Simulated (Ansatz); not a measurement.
## Molecular dynamics of BNH₃SO (charge −1) (part 3 of 3)

The same run, continued: BNH₃SO, charge −1; RKS B3LYP/STO-3G (Ansatz 0.2.0). It belongs to a series of runs on one base structure; here: dynamics from the highest image of the converged band.

Geometry of the input (Å):
```
N  -0.6403  1.0955  0.2549
B  0.1285  -0.2140  0.1176
O  1.4466  -0.3775  0.3157
S  -0.5240  -1.8760  -0.2505
H  -0.0073  1.9070  0.0053
H  -1.3968  1.1583  -0.4814
H  0.9933  -1.6934  0.0384
```

Log, continued:
```
md step   199: t =    99.50 fs  T =   932.5 K  F+E_penalty+E_count = -14918.97707938 eV  E_kin = 0.602656 eV  conserved = -14918.37442356 eV  (22 SCF iters)
these checks for a lower state are left out or cut short: starts, cluster_reference, orbital_swaps, neighbouring_geometries, increment
381 factors; integrals over basis functions are off by at most 1.9e-5 eV
mean field -14918.92105743 eV, -548.2602364527 hartree, gradient 1.7e-5 eV, S^2 0.000000; 0 other end points of the search recorded, 0 dependent functions left out
the calculation of the forces begins
reference -14918.92120774 eV, -548.2602419764 hartree; 20, 20 occupied and 7, 7 virtual orbitals, 381 factors
381 factors; integrals over basis functions are off by at most 1.9e-5 eV
mean field evaluation 1568: about -14918.9314 eV, gradient 2.2e0 eV
mean field -14918.92105743 eV, -548.2602364527 hartree, gradient 1.7e-5 eV, S^2 0.000000; 1 other end points of the search recorded, 0 dependent functions left out
the calculation of the forces begins
reference -14918.92120774 eV, -548.2602419764 hartree; 20, 20 occupied and 7, 7 virtual orbitals, 381 factors
md step   200: t =   100.00 fs  T =   847.3 K  F+E_penalty+E_count = -14918.92105743 eV  E_kin = 0.547589 eV  conserved = -14918.37346883 eV  (23 SCF iters)
```

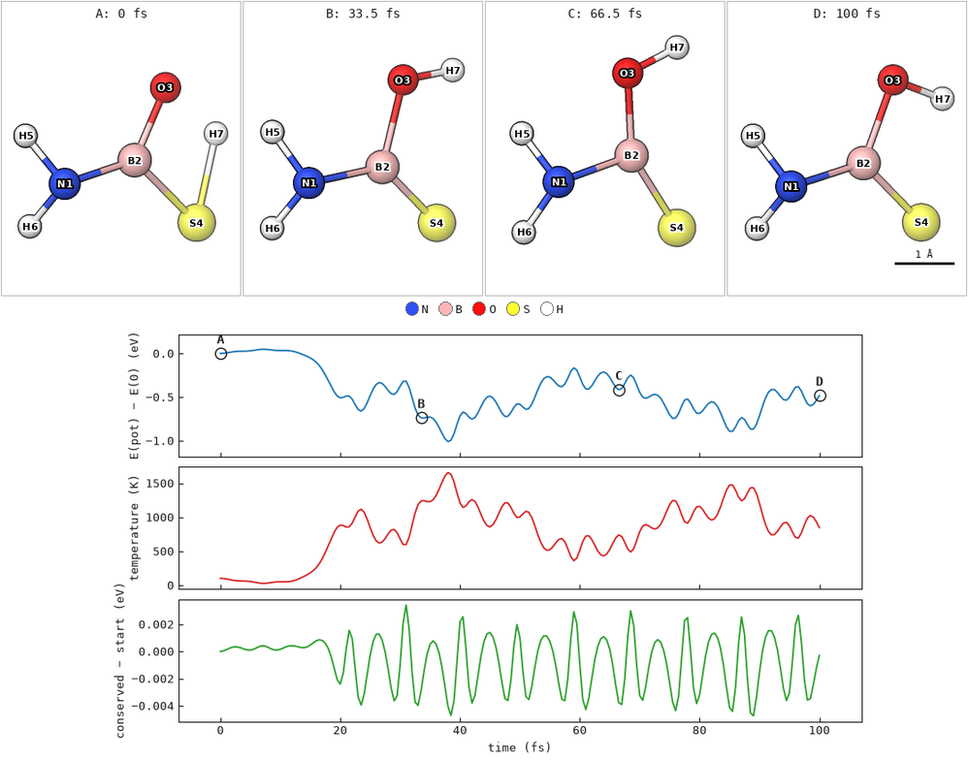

**Figure 1.** Frames of the molecular dynamics (ball-and-stick, seen at a tilt) above the curves, on which the letters mark them. The trajectory kept here has 201 frames over 100 fs. The temperature starts at 100 K, ranges from 27 to 1657 K and averages 879 K over the second half. The potential energy ends 0.483 eV below its first value. The conserved quantity stays within 0.0082 eV. After an unweighted best fit of the last frame on the first, the root-mean-square displacement is 0.20 Å, and H7 has moved furthest (0.40 Å).

```
Total energy: -14918.92120774 eV, -548.2602419764 hartree
Atom 0 at    -0.699671     1.078006     0.265787 Å, force     1.742973    -0.840224    -0.791895 eV/Å
Atom 1 at     0.085031    -0.319607     0.051019 Å, force     0.392685     0.721725     0.934177 eV/Å
Atom 2 at     1.555685    -0.355184     0.346998 Å, force    -1.602297    -1.794980    -0.658021 eV/Å
Atom 3 at    -0.553179    -1.846640    -0.248768 Å, force    -0.867960    -0.545073    -0.419644 eV/Å
Atom 4 at     0.000440     1.811161    -0.113591 Å, force    -0.517818    -0.129121     0.251005 eV/Å
Atom 5 at    -1.445223     1.112849    -0.505366 Å, force     0.261264    -0.108323     0.235482 eV/Å
Atom 6 at     1.520208    -1.463104     0.193117 Å, force     0.591152     2.695996     0.448896 eV/Å
Dipole moment:     0.108849     0.154950    -0.258061 e Å
```

Trajectory as extended XYZ (Å, eV, eV/Å), 14 of the 201 frames kept, from step=0 to step=200:
```
7
Properties=species:S:1:pos:R:3:forces:R:3 step=0 time_fs=0.0 energy=-14918.43781 temperature=100.0
N    -0.6403    1.0955    0.2549    0.0000  -0.0007  -0.0006
B     0.1285   -0.2140    0.1176    0.0007   0.0041   0.0008
O     1.4466   -0.3775    0.3157   -0.0009  -0.0014  -0.0004
S    -0.5240   -1.8760   -0.2505   -0.0004  -0.0025  -0.0001
H    -0.0073    1.9070    0.0052    0.0001   0.0001   0.0004
H    -1.3968    1.1583   -0.4814    0.0001   0.0001   0.0000
H     0.9933   -1.6934    0.0384    0.0003   0.0004  -0.0001
7
Properties=species:S:1:pos:R:3:forces:R:3 step=15 time_fs=7.5 energy=-14918.39071 temperature=27.7
N    -0.6388    1.0757    0.2596    0.6707   0.7094   0.2561
B     0.1347   -0.2080    0.1201   -0.3654  -0.9571  -0.1376
O     1.4568   -0.3598    0.3161   -0.0503  -0.4488   0.1323
S    -0.5350   -1.8766   -0.2536    0.5694   0.5483   0.3263
H     0.0182    1.8621   -0.0261   -0.1085   0.0647   0.2231
H    -1.3367    1.1151   -0.5085   -0.8154   0.0362  -0.5816
H     1.0072   -1.6552    0.0988    0.0996   0.0472  -0.2186
7
Properties=species:S:1:pos:R:3:forces:R:3 step=31 time_fs=15.5 energy=-14918.51133 temperature=214.7
N    -0.6379    1.0757    0.2538    0.8841  -0.0522   0.4002
B     0.1197   -0.2428    0.1156   -1.2014   0.1564  -0.0821
O     1.4657   -0.3594    0.3198    0.0489  -1.3136  -0.1885
S    -0.5373   -1.8683   -0.2518    0.2805   0.4116   0.0901
H     0.0111    1.8849    0.0077   -0.2339  -0.1813   0.0094
H    -1.3522    1.1013   -0.5030   -0.5610   0.2309  -0.4916
H     1.1094   -1.5601    0.0709    0.7828   0.7481   0.2626
7
Properties=species:S:1:pos:R:3:forces:R:3 step=46 time_fs=23.0 energy=-14919.08098 temperature=1090.0
N    -0.6294    1.0725    0.2458    0.1525   0.1332  -0.1505
B     0.0464   -0.2885    0.1020    0.6888  -1.6993  -0.3770
O     1.4813   -0.3784    0.3226    0.4894   3.6466   0.6644
S    -0.5370   -1.8520   -0.2483   -1.5197   0.0257  -0.2942
H    -0.0162    1.9165    0.0255    0.0969  -0.4524   0.0609
H    -1.4046    1.1704   -0.4731    0.1659  -0.1630   0.2710
H     1.6023   -1.3454    0.1242   -0.0737  -1.4906  -0.1747
7
Properties=species:S:1:pos:R:3:forces:R:3 step=62 time_fs=31.0 energy=-14918.75576 temperature=597.2
N    -0.6097    1.0543    0.2412    0.0082  -1.2839   0.1041
B     0.0062   -0.3817    0.0768    4.0914   2.5698   0.8564
O     1.5259   -0.3275    0.3384   -3.2028   7.0264   0.7677
S    -0.5652   -1.8418   -0.2513   -2.6444  -3.2305  -0.9525
H     0.0684    1.8356    0.0220   -0.1073  -0.1269  -0.2862
H    -1.4591    1.2036   -0.3950    0.8204  -0.0278   0.2632
H     1.9156   -1.1768    0.2278    1.0344  -4.9271  -0.7526
7
Properties=species:S:1:pos:R:3:forces:R:3 step=77 time_fs=38.5 energy=-14919.43105 temperature=1629.5
N    -0.5677    0.9947    0.2528    0.1318  -0.0397  -0.1322
B     0.1246   -0.3877    0.0818   -1.4578  -0.2236  -0.2233
O     1.5393   -0.1996    0.3602   -0.5481   0.3421  -0.0968
S    -0.6305   -1.8739   -0.2673    0.4497   0.6293   0.1337
H     0.1255    1.7089   -0.0807    0.2966   0.5880   0.0388
H    -1.4011    1.2053   -0.3855    0.4269  -0.7204   0.2263
H     1.8111   -1.1689    0.2721    0.7010  -0.5757   0.0535
7
Properties=species:S:1:pos:R:3:forces:R:3 step=92 time_fs=46.0 energy=-14918.99564 temperature=963.6
N    -0.4991    0.9382    0.2644   -0.8988   0.3380  -0.3202
B     0.1862   -0.3946    0.0799   -2.6904  -1.9741  -0.3130
O     1.5480   -0.0777    0.3786    1.7157  -4.6675  -0.0978
S    -0.6914   -1.9002   -0.2825    2.0444   2.3896   0.6086
H     0.1397    1.6874   -0.1095    0.0983   0.4502  -0.0603
H    -1.3108    0.9558   -0.4084   -0.2329   0.3178   0.0551
H     1.8921   -1.1373    0.3717   -0.0363   3.1460   0.1276
7
Properties=species:S:1:pos:R:3:forces:R:3 step=108 time_fs=54.0 energy=-14918.72587 temperature=547.5
N    -0.4587    0.8990    0.2567   -1.1468   0.0479  -0.1747
B     0.1480   -0.4868    0.0692    2.0929   0.3903   0.7186
O     1.5712   -0.0205    0.3916    1.7426  -2.8340   0.1368
S    -0.7227   -1.8896   -0.2886    0.9596   0.4708   0.2055
H     0.1035    1.7255   -0.1026    0.1723  -0.3900  -0.0167
H    -1.2994    0.8723   -0.3647   -0.6414   0.6378  -0.1647
H     2.3935   -0.8019    0.5328   -3.1792   1.6772  -0.7048
7
Properties=species:S:1:pos:R:3:forces:R:3 step=123 time_fs=61.5 energy=-14918.84674 temperature=727.4
N    -0.4808    0.8637    0.2339    0.9901   0.8159   0.1374
B     0.1994   -0.5456    0.0920    0.1932   2.6395   0.2092
O     1.5804   -0.0011    0.3958   -0.0153  -1.3391  -0.1703
S    -0.7337   -1.8709   -0.2904    0.8207  -0.9387   0.0986
H     0.1790    1.6380   -0.1228   -0.5419  -0.5195   0.4032
H    -1.3857    1.0749   -0.2586   -0.1385  -0.5420  -0.3568
H     2.3628   -0.6976    0.5090   -1.3083  -0.1160  -0.3214
7
Properties=species:S:1:pos:R:3:forces:R:3 step=138 time_fs=69.0 energy=-14918.71795 temperature=536.4
N    -0.4966    0.8390    0.2183    0.8141   1.0016   0.5360
B     0.2466   -0.4929    0.1226   -3.9334   0.6140  -0.9236
O     1.5733   -0.0148    0.3910   -1.5163   1.8001  -0.1024
S    -0.7283   -1.8639   -0.2896    2.0078   0.3192   0.5656
H     0.1990    1.5862   -0.0760   -0.7958   0.3496   0.0903
H    -1.4205    1.0446   -0.2463    0.3610  -0.4079  -0.3096
H     2.0333   -0.8456    0.3886    3.0628  -3.6765   0.1438
7
Properties=species:S:1:pos:R:3:forces:R:3 step=154 time_fs=77.0 energy=-14919.04182 temperature=1033.8
N    -0.4996    0.8570    0.2242   -3.0870   1.9270  -0.3213
B     0.1363   -0.4182    0.1124    2.6073  -1.5054  -0.0935
O     1.5850   -0.0950    0.3819   -2.8450   2.1705  -0.0174
S    -0.6893   -1.8517   -0.2794    0.8134   0.2623   0.2597
H    -0.0366    1.7648   -0.0051    0.6276   0.0880  -0.0983
H    -1.3535    0.8115   -0.3950   -0.0872   0.6024   0.4622
H     2.0009   -0.9560    0.3134    1.9708  -3.5447  -0.1914
7
Properties=species:S:1:pos:R:3:forces:R:3 step=169 time_fs=84.5 energy=-14919.28069 temperature=1400.0
N    -0.5824    0.9446    0.2274   -0.8884  -1.2371   0.2077
B     0.1137   -0.4077    0.0922    2.2100   0.5061   0.3276
O     1.5707   -0.2072    0.3671    0.0773  -0.1993  -0.0769
S    -0.6382   -1.8372   -0.2654   -0.5259  -0.9517  -0.2611
H    -0.1066    1.8489    0.0294    0.5908   0.3122  -0.4347
H    -1.4058    0.8727   -0.4282    0.0514   0.6616   0.2159
H     2.1174   -1.1120    0.2733   -1.5153   0.9082   0.0217
7
Properties=species:S:1:pos:R:3:forces:R:3 step=185 time_fs=92.5 energy=-14918.85334 temperature=744.6
N    -0.6861    1.0268    0.2395    2.2697  -0.6709   0.5030
B     0.1771   -0.3838    0.0796   -4.2701   0.5757  -0.6482
O     1.5421   -0.2998    0.3531    2.8747  -1.8791  -0.0396
S    -0.5906   -1.8360   -0.2542   -0.3015  -0.6044  -0.2639
H    -0.0321    1.8060   -0.0656    0.0657   0.3188   0.0853
H    -1.5029    1.2058   -0.4201    0.3389  -1.0056  -0.1971
H     1.8385   -1.3686    0.1942   -0.9774   3.2654   0.5605
7
Properties=species:S:1:pos:R:3:forces:R:3 step=200 time_fs=100.0 energy=-14918.92106 temperature=847.3
N    -0.6997    1.0780    0.2658    1.7430  -0.8402  -0.7919
B     0.0850   -0.3196    0.0510    0.3927   0.7217   0.9342
O     1.5557   -0.3552    0.3470   -1.6023  -1.7950  -0.6580
S    -0.5532   -1.8466   -0.2488   -0.8680  -0.5451  -0.4196
H     0.0004    1.8112   -0.1136   -0.5178  -0.1291   0.2510
H    -1.4452    1.1128   -0.5054    0.2613  -0.1083   0.2355
H     1.5202   -1.4631    0.1931    0.5912   2.6960   0.4489
```
